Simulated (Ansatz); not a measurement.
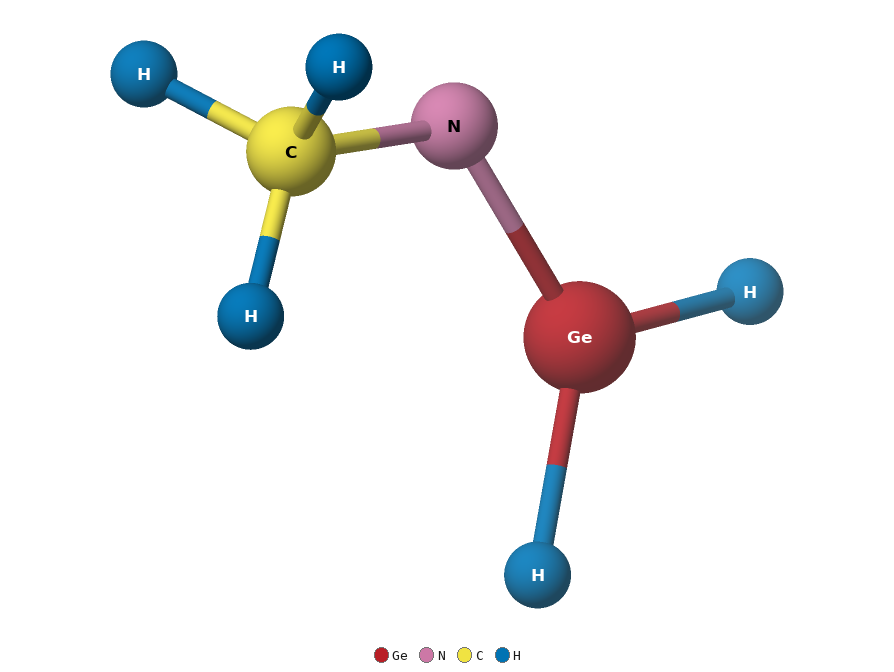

Every bond is drawn as one stick, whatever its order.

**Count the atoms of each element.**

CH5GeN, 8 atoms: 1 carbon, 5 hydrogen, 1 germanium and 1 nitrogen.

**How many atoms are distinct by symmetry?**

7: 1 Ge, 1 N, 1 C, 1 H, 1 H, 2 H, 1 H.

More results for the same structure follow; atom numbers are the same in all pictures, views and colours differ. The computed structure is the end point of a PBE0-D4/def2-TZVP optimisation.

Electronic properties

Method: RKS CAM-B3LYP-D4/def2-TZVPP (Ansatz 0.2.0).

**What is the dispersion correction?**

−10.7 kJ/mol.

Dipole moment

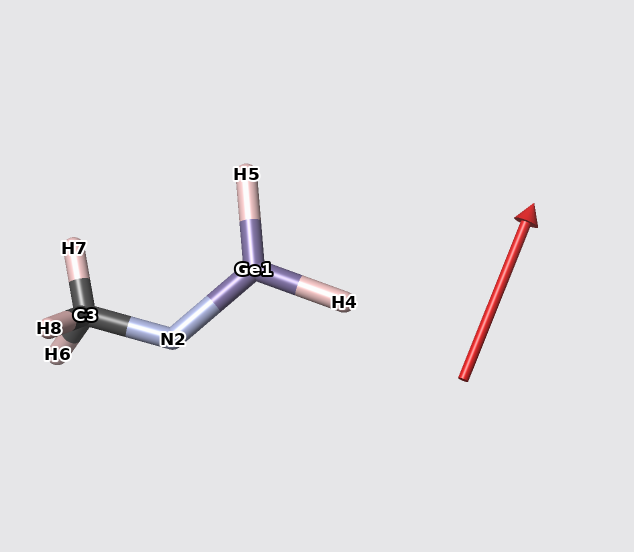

The arrow beside the molecule shows the direction of the dipole moment, from the negative to the positive end (its length means nothing). Level of theory: RKS PBE0-D4/def2-TZVP (Ansatz 0.2.0).

**How large is the dipole moment?**

2.07 D; it points from the side of H6, H8 to the side of H5 (the outermost atoms at the two ends).

Thermal motion

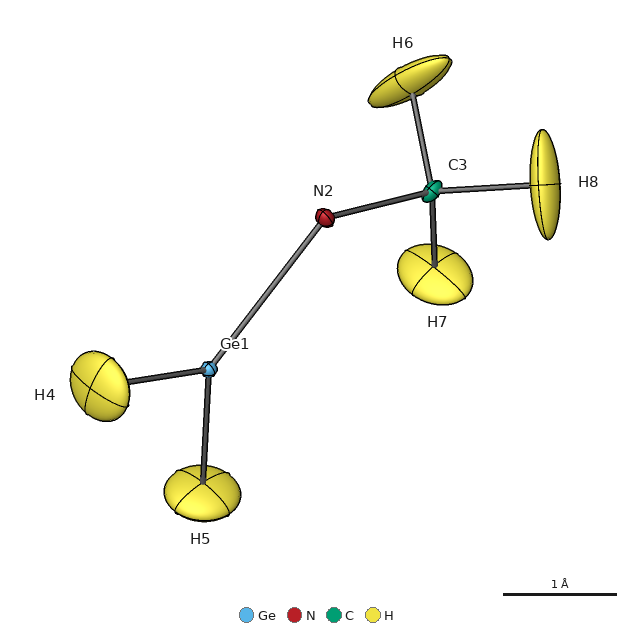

Displacement ellipsoids at the 50 % level, from the internal vibrations of the free molecule (harmonic, no overall translation or rotation; no half-axis is drawn under 0.075 Å). Vibrations computed with RKS PBE0-D4/def2-TZVP (Ansatz 0.2.0). Temperature: 400 K.

**Which atom has the largest mean-square displacement?**

H6, H8, with U_eq = 0.0408 Å².

**Does H8 move more along its bond or across it?**

Across it: the root-mean-square amplitude is 0.086 Å along the bond and up to 0.316 Å across, since bending and torsion are softer than stretching.

List U_eq and the three principal root-mean-square amplitudes for each kind of atom.

| atom | U_eq (Å²) | rms amplitudes (Å) |
| --- | --- | --- |
| Ge1 | 0.00014 | 0.006, 0.010, 0.017 |
| N2 | 0.0031 | 0.032, 0.062, 0.067 |
| C3 | 0.0023 | 0.024, 0.027, 0.074 |
| H4 | 0.0319 | 0.087, 0.194, 0.224 |
| H5 | 0.0349 | 0.089, 0.217, 0.223 |
| H6, H8 | 0.0408 | 0.086, 0.123, 0.316 |
| H7 | 0.0342 | 0.079, 0.183, 0.251 |

Charges

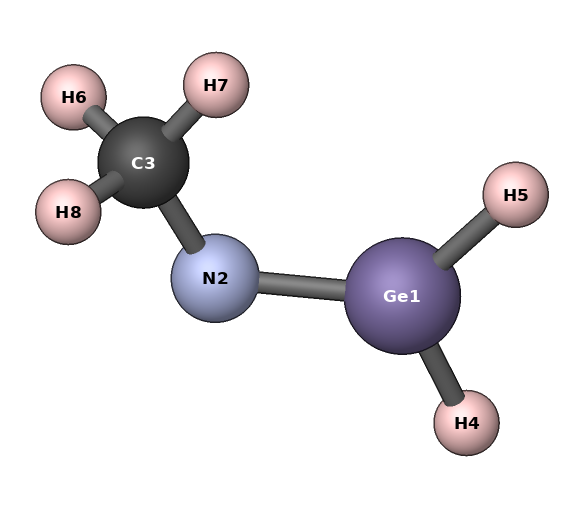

The questions are on Mulliken charges. Properties computed with RKS PBE0-D4/def2-TZVP (Ansatz 0.2.0).

List the Mulliken charges.

| atom | value (e) |
| --- | --- |
| Ge1 | 0.20 |
| N2 | −0.36 |
| C3 | −0.24 |
| H4 | 0.04 |
| H5 | 0.01 |
| H6 | 0.13 |
| H7 | 0.09 |
| H8 | 0.13 |

Mulliken values depend strongly on the basis set and can even reverse the polarity of a bond.
